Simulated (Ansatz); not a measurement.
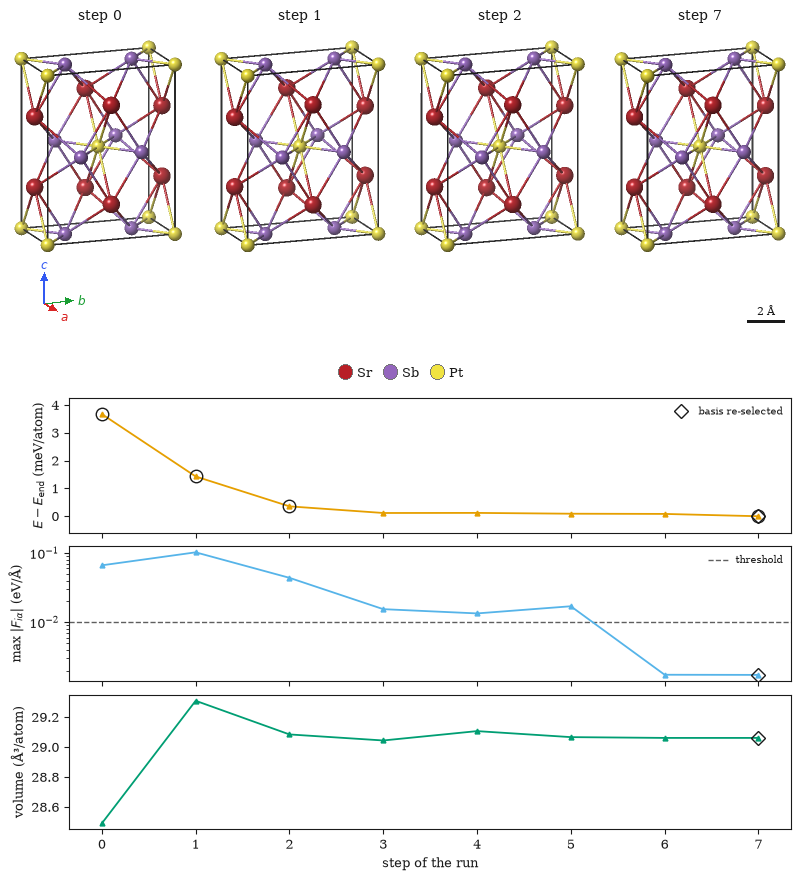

Frames of a relaxation of solid Sr₂Sb₂Pt (built on the K2Te2Pd-71 type type), marked on the history of the run. A ball-and-stick model of the conventional cell (2 times the calculation's cell), seen slightly off an axis. Lengths and directions refer to the drawn axes.

Level of theory: DFT, r2SCAN+rVV10, plane waves, PAW (Ansatz). (plane-wave cutoff 500 eV; k-point mesh 6 × 6 × 6; occupations fermi dirac; smearing width 0.03 eV; no spin polarisation; cell and atoms relaxed; force threshold 0.01 eV/Å; at most 120 steps)

Q: What happens along the run?

A: The energy falls by 3.7 meV per atom in 6 accepted moves (7 points after the start). Largest force component: 0.067 eV/Å at the start, 0.0017 eV/Å at the end. Pressure: 1.05 GPa at the start and 0.00 GPa at the end. At 1 point the geometry stayed and the basis and grid were re-selected for the new cell (energy shift of 0.1 meV per atom at most each time). The largest moves relative to the cell, 0.019 Å, are those of Sb atoms. Largest moves by element: Sb 0.019 Å, Sr 0.003 Å. Pt stays in place. The drawn cell changes as follows: a 4.097 → 4.071 Å (−0.6 %), b 7.353 → 7.562 Å (+2.8 %), c 9.458 → 9.439 Å (−0.2 %); the volume changes by +2.0 %. Some distances before and after: Sb–Sr 3.429 → 3.460 Å, Sb–Sr 3.272 → 3.287 Å, Pt–Sb 2.696 → 2.707 Å, Pt–Sr 3.440 → 3.430 Å. The space group stays Immm (No. 71). Cost: 8.2 min on 2 threads of Intel(R) Xeon(R) Processor @ 2.50GHz (Skylake/Cascade Lake) (shared host), peak memory 1.4 GiB. From step 0 to 1: Sr atoms move most (0.03 Å), volume +2.9 %, energy −2.2 meV per atom. From step 1 to 2: volume −0.8 %, energy −1.1 meV per atom. From step 2 to 7: energy −0.4 meV per atom.
